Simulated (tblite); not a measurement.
# C14H10OS: the cost of one run

Computed with tblite 0.8.0 and PySCF 2.14.0 and routines of our own; the level stands in each step. Atoms count from 0.

### 1 The system as given

26 atoms, charge 0, multiplicity 1; geometry from: force field or distance geometry start.

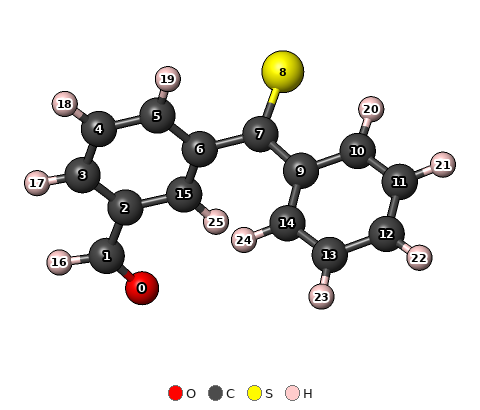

The starting geometry (oxygen red, carbon dark grey, sulfur yellow, hydrogen pink).

### 2 Geometry optimisation with GFN2-xTB

What the job is given:

```
{"job": {"kind": "relax", "xc": "GFN2-xTB", "basis": "xTB"}, "charge": 0, "multiplicity": 1}
O      3.014300    -1.737600    -2.547400
C      3.486400    -0.735100    -1.932300
C      2.815300    -0.125700    -0.785400
C      3.432300     0.968200    -0.193000
C      2.819100     1.570500     0.896100
C      1.582300     1.134600     1.383900
C      0.972100     0.046300     0.760900
C     -0.307300    -0.405100     1.290200
S     -0.280800    -1.081700     2.792900
C     -1.569700    -0.304100     0.572200
C     -2.708300    -0.790000     1.198000
C     -3.953300    -0.743200     0.615700
C     -4.110400    -0.201400    -0.621500
C     -2.970400     0.284600    -1.276100
C     -1.718800     0.244700    -0.677700
C      1.579200    -0.578400    -0.305600
H      4.460300    -0.312000    -2.229300
H      4.382200     1.343900    -0.516600
H      3.322100     2.416700     1.352500
H      1.146000     1.643300     2.235200
H     -2.660600    -1.224600     2.199700
H     -4.806500    -1.125300     1.141800
H     -5.082600    -0.162200    -1.070000
H     -3.141400     0.696700    -2.259200
H     -0.853900     0.624600    -1.192400
H      1.131600    -1.425000    -0.819500
```

Run with:

```bash
OMP_NUM_THREADS=1 python excited_run.py task.json out
```

One launch serves the whole session: the jobs run in the order shown.

**Question.** How long does this run take on 1 thread of AMD EPYC 7R43, shared host?

About 4.2 s.
